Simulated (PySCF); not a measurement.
# CF3 (charge +2): geometry relaxation (part 2 of 2)

CF3, charge +2, multiplicity 2; HF/6-31G*, UHF (PySCF 2.14.0). The atoms were displaced at random from an optimised geometry. The geometry is that of the parent species in another charge or spin state.

Geometry of the input (Å):
```
F  0.7254  -0.1203  1.0009
C  0.0398  0.0085  0.0065
F  -0.6367  -0.9484  -0.4198
F  -0.0916  1.1181  -0.5856
```

What the program printed, continued:
```
Geometry optimization cycle 9
Cartesian coordinates (Angstrom)
 Atom        New coordinates             dX        dY        dZ
   F   0.723925  -0.155931   1.000541   -0.000528 -0.000745  0.000573
   C   0.103429   0.155325   0.060746    0.002598  0.002799 -0.000563
   F  -0.688154  -1.035273  -0.456431   -0.002322 -0.005166  0.000145
   F  -0.102208   1.093860  -0.602854    0.000253  0.003112 -0.000155
converged SCF energy = -334.927628379702  <S^2> = 0.75762984  2S+1 = 2.0076153
--------------- SecondOrderUHF_Scanner gradients ---------------
         x                y                z
0 F    -0.0004045921    -0.0003261101    -0.0000067920
1 C    -0.0009209300    -0.0008441351    -0.0017866659
2 F     0.0014368185     0.0021268975     0.0011540245
3 F    -0.0001112964    -0.0009566523     0.0006394335
----------------------------------------------
cycle 9: E = -334.92762838  dE = -6.32913e-05  norm(grad) = 0.0037788
Step    8 : Displace = 3.803e-03/5.619e-03 (rms/max) Trust = 1.414e-01 (+) Grad = 1.889e-03/2.814e-03 (rms/max) E (change) = -334.9276283797 (-6.329e-05) Quality = 1.436
Hessian Eigenvalues: 5.00000e-02 5.00000e-02 5.00000e-02 ... 8.02900e-01 9.17194e-01 1.15778e+00

Geometry optimization cycle 10
Cartesian coordinates (Angstrom)
 Atom        New coordinates             dX        dY        dZ
   F   0.725340  -0.154653   1.001430    0.001414  0.001278  0.000889
   C   0.104738   0.157518   0.062520    0.001309  0.002192  0.001774
   F  -0.691540  -1.039790  -0.459164   -0.003386 -0.004516 -0.002734
   F  -0.101546   1.094906  -0.602783    0.000662  0.001045  0.000071
converged SCF energy = -334.927654939641  <S^2> = 0.75788719  2S+1 = 2.0078717
--------------- SecondOrderUHF_Scanner gradients ---------------
         x                y                z
0 F    -0.0000311534    -0.0000337339     0.0001538787
1 C     0.0000106236    -0.0001367183    -0.0003812350
2 F     0.0000898754     0.0001810971     0.0001331052
3 F    -0.0000693455    -0.0000106449     0.0000942510
----------------------------------------------
cycle 10: E = -334.92765494  dE = -2.65599e-05  norm(grad) = 0.00051218
Step    9 : Displace = 3.706e-03/6.265e-03 (rms/max) Trust = 2.000e-01 (+) Grad = 2.561e-04/4.051e-04 (rms/max) E (change) = -334.9276549396 (-2.656e-05) Quality = 1.086
Hessian Eigenvalues: 5.00000e-02 5.00000e-02 5.00000e-02 ... 8.05551e-01 9.18787e-01 1.16331e+00

Geometry optimization cycle 11
Cartesian coordinates (Angstrom)
 Atom        New coordinates             dX        dY        dZ
   F   0.725604  -0.154459   1.001477    0.000264  0.000194  0.000047
   C   0.104677   0.157743   0.062932   -0.000061  0.000226  0.000412
   F  -0.691857  -1.040174  -0.459596   -0.000317 -0.000385 -0.000431
   F  -0.101432   1.094871  -0.602811    0.000114 -0.000035 -0.000028
converged SCF energy = -334.927655316564  <S^2> = 0.75791324  2S+1 = 2.0078976
--------------- SecondOrderUHF_Scanner gradients ---------------
         x                y                z
0 F    -0.0000055196     0.0000401963     0.0000416386
1 C     0.0000537149    -0.0000800276    -0.0000619554
2 F    -0.0000252602     0.0000104012    -0.0000033060
3 F    -0.0000229351     0.0000294301     0.0000236228
----------------------------------------------
cycle 11: E = -334.927655317  dE = -3.76923e-07  norm(grad) = 0.00013862
```

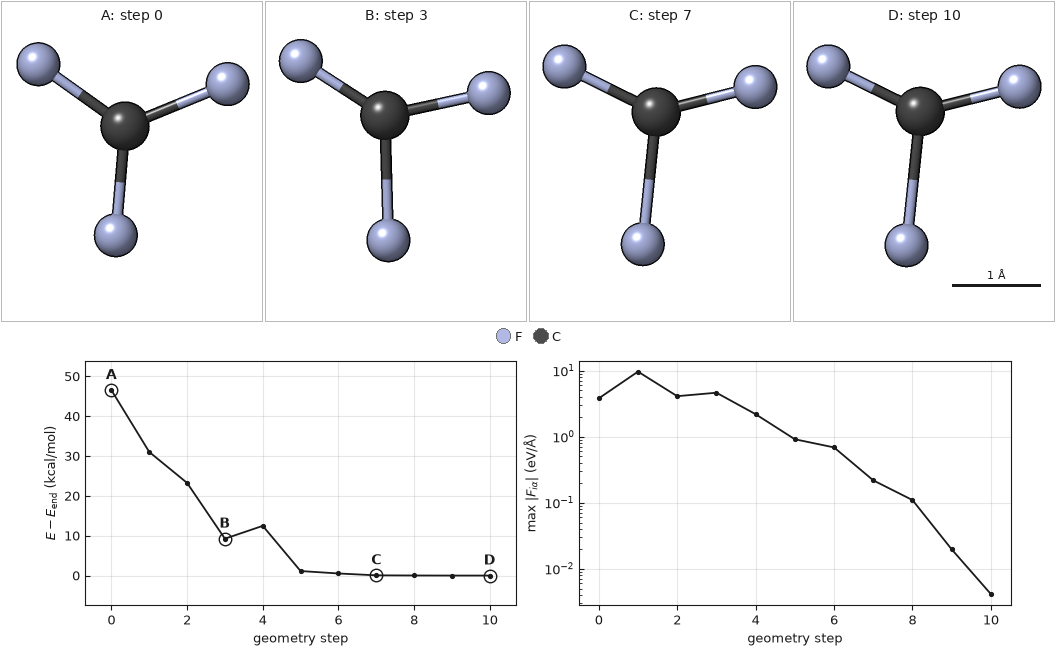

Fig. 1: Frames of the relaxation (ball-and-stick view, seen on its broad side) above the curves, on which the letters mark them (steps are counted from 0).

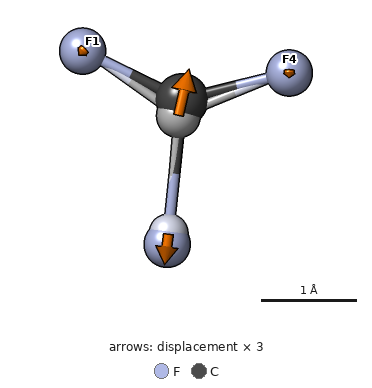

Fig. 2: Start (faint) and end (solid) with the displacements as orange arrows, magnified 3 times (ball-and-stick view, seen on its broad side). The two geometries are laid on each other by the best rigid fit. The energy falls by 46.5 kcal/mol in 10 geometry steps. Largest force component: 3.8 eV/Å at the start, 0.0041 eV/Å at the end. C2 moves most after the best rigid fit: 0.17 Å. By element the largest moves are C 0.17 Å, F 0.11 Å. Among the contacts that change: C2–F3 1.247 → 1.531 Å, C2–F4 1.265 → 1.168 Å, F1–C2 1.215 → 1.168 Å. Among the angles that change: F1–C2–F4 122.3° → 140.0°, F1–C2–F3 120.3° → 110.0°, F3–C2–F4 117.2° → 110.0°. (Atoms are counted from 1 in the order of the input.)

```
Step   10 : Displace = 4.418e-04/6.499e-04 (rms/max) Trust = 2.828e-01 (+) Grad = 6.931e-05/1.146e-04 (rms/max) E (change) = -334.9276553166 (-3.769e-07) Quality = 1.102
Hessian Eigenvalues: 5.00000e-02 5.00000e-02 5.00000e-02 ... 8.05551e-01 9.18787e-01 1.16331e+00
Converged! =D

converged: True
F           0.72560350       -0.15445874        1.00147657
C           0.10467714        0.15774337        0.06293201
F          -0.69185669       -1.04017435       -0.45959581
F          -0.10143196        1.09487071       -0.60281077

WARN: HOMO -0.612098722242675 >= LUMO -0.612098722242675

converged SCF energy = -334.927655316562  <S^2> = 0.75791266  2S+1 = 2.0078971
E = -334.9276553166 Eh
frequencies (1/cm) [ 415.4  520.5  706.6  722.7 1395.2 2161.3]
temperature 298.1500 [K]
pressure 101325.00 [Pa]
Rotational constants [GHz] 11.04114 10.58395 5.40386
Symmetry number 1
Zero-point energy (ZPE) 0.01349 [Eh]   35420.070 [J/mol]
                           tot       elec      trans        rot        vib
Entropy [J/mol/K]       275.518      5.763    161.553     99.356      8.845
Cv [J/mol/K]             43.178      0.000     12.472     12.472     18.235
Cp [J/mol/K]             51.493      0.000     20.786     12.472     18.235
Internal energy [J/mol]                      3718.434   3718.434  37325.593
Internal energy [Eh]   -334.91061  -334.92766
Enthalpy [J/mol]                             6197.391   3718.434  37325.593
Enthalpy [Eh]          -334.90966
Gibbs free energy [J/mol]                  -41969.758 -25904.566  34688.381
Gibbs free energy [Eh] -334.94095
```

Trajectory as extended XYZ (Å, eV, eV/Å), 11 frames, from step=0 to step=10:
```
4
Properties=species:S:1:pos:R:3:forces:R:3 step=0 energy=-9111.82758
F     0.7254   -0.1203    1.0009   -0.8870   0.2393  -1.6097
C     0.0398    0.0085    0.0065    3.1131   2.1669   3.7979
F    -0.6367   -0.9484   -0.4198   -1.7271  -1.3444  -1.7714
F    -0.0916    1.1181   -0.5856   -0.4990  -1.0618  -0.4169
4
Properties=species:S:1:pos:R:3:forces:R:3 step=1 energy=-9112.50026
F     0.7888   -0.0732    1.0050   -2.1198  -1.7308  -0.5293
C    -0.0046    0.0006    0.1142    5.8701   9.6520   0.2414
F    -0.6561   -0.8996   -0.5179   -3.0009  -4.9118  -1.7484
F    -0.0911    1.0302   -0.5993   -0.7494  -3.0094   2.0363
4
Properties=species:S:1:pos:R:3:forces:R:3 step=2 energy=-9112.83710
F     0.8047   -0.1006    1.0130   -0.0422  -1.0862   1.9997
C     0.0232    0.0703    0.1854    1.5871   3.8017  -4.0987
F    -0.6637   -0.8601   -0.5629   -1.6840  -3.9825   0.2529
F    -0.1272    0.9484   -0.6334    0.1391   1.2670   1.8460
4
Properties=species:S:1:pos:R:3:forces:R:3 step=3 energy=-9113.44449
F     0.7424   -0.1031    1.0363    1.1313  -1.2909   1.1716
C     0.1519    0.0590    0.0642   -2.0525   4.6236  -2.0486
F    -0.7105   -0.9232   -0.5017   -0.4151  -2.2746  -0.0382
F    -0.1469    1.0252   -0.5968    1.3363  -1.0582   0.9152
4
Properties=species:S:1:pos:R:3:forces:R:3 step=4 energy=-9113.30480
F     0.6699   -0.2473    0.9158    0.8173   1.5890   1.7930
C     0.0054    0.2092    0.0667    1.8402   0.8012  -1.9797
F    -0.5830   -1.0830   -0.3503   -1.8827  -0.2037  -1.5893
F    -0.0553    1.1791   -0.6302   -0.7748  -2.1865   1.7761
4
Properties=species:S:1:pos:R:3:forces:R:3 step=5 energy=-9113.79664
F     0.7056   -0.1617    0.9818   -0.0459   0.0642  -0.1625
C     0.0839    0.1468    0.0338    0.6543   0.8866   0.6620
F    -0.6692   -1.0555   -0.4223   -0.3685  -0.0387  -0.4987
F    -0.0833    1.1284   -0.5914   -0.2400  -0.9121  -0.0009
4
Properties=species:S:1:pos:R:3:forces:R:3 step=6 energy=-9113.82306
F     0.7366   -0.1387    0.9981   -0.2257  -0.3362   0.1658
C     0.0809    0.1394    0.0715    0.6861   0.5812  -0.1498
F    -0.6869   -1.0257   -0.4702   -0.1816  -0.3184   0.0602
F    -0.0935    1.0830   -0.5974   -0.2788   0.0733  -0.0761
4
Properties=species:S:1:pos:R:3:forces:R:3 step=7 energy=-9113.84334
F     0.7245   -0.1552    1.0000    0.0316  -0.0115   0.0537
C     0.1008    0.1525    0.0613    0.1196   0.0866   0.0985
F    -0.6858   -1.0301   -0.4566   -0.1351  -0.2175  -0.0786
F    -0.1025    1.0907   -0.6027   -0.0161   0.1425  -0.0737
4
Properties=species:S:1:pos:R:3:forces:R:3 step=8 energy=-9113.84506
F     0.7239   -0.1559    1.0005    0.0208   0.0168   0.0003
C     0.1034    0.1553    0.0607    0.0474   0.0434   0.0919
F    -0.6882   -1.0353   -0.4564   -0.0739  -0.1094  -0.0593
F    -0.1022    1.0939   -0.6029    0.0057   0.0492  -0.0329
4
Properties=species:S:1:pos:R:3:forces:R:3 step=9 energy=-9113.84578
F     0.7253   -0.1547    1.0014    0.0016   0.0017  -0.0079
C     0.1047    0.1575    0.0625   -0.0005   0.0070   0.0196
F    -0.6915   -1.0398   -0.4592   -0.0046  -0.0093  -0.0068
F    -0.1015    1.0949   -0.6028    0.0036   0.0005  -0.0048
4
Properties=species:S:1:pos:R:3:forces:R:3 step=10 energy=-9113.84579
F     0.7256   -0.1545    1.0015    0.0003  -0.0021  -0.0021
C     0.1047    0.1577    0.0629   -0.0028   0.0041   0.0032
F    -0.6919   -1.0402   -0.4596    0.0013  -0.0005   0.0002
F    -0.1014    1.0949   -0.6028    0.0012  -0.0015  -0.0012
```

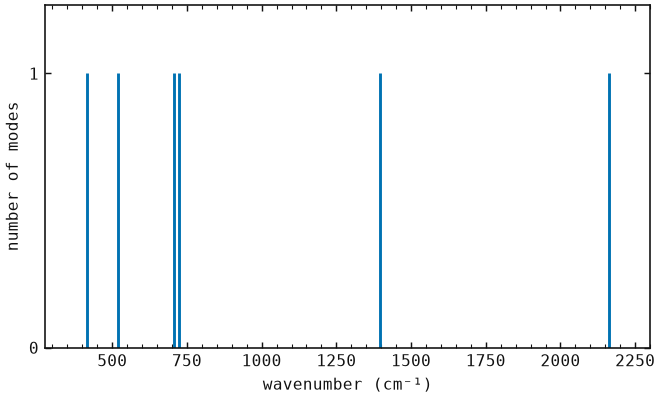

Fig. 3: Harmonic vibrational wavenumbers from the force constants; neighbouring modes closer than 8 cm⁻¹ are counted in one stick. 6 modes from 415 to 2161 cm⁻¹, none imaginary.

Key numbers:

| quantity | value |
| --- | --- |
| outcome | converged |
| total energy | −334.927655 hartree |
| basis functions | 56 |
| ⟨S²⟩ | 0.758 |
| zero-point energy | 0.013491 hartree |
| wavenumbers, lowest and highest | 415 and 2161 cm⁻¹ |
| wall time | 26 s |
| peak memory | 0.15 GiB |

Further notes kept with the run: dipole of an ion depends on the origin.
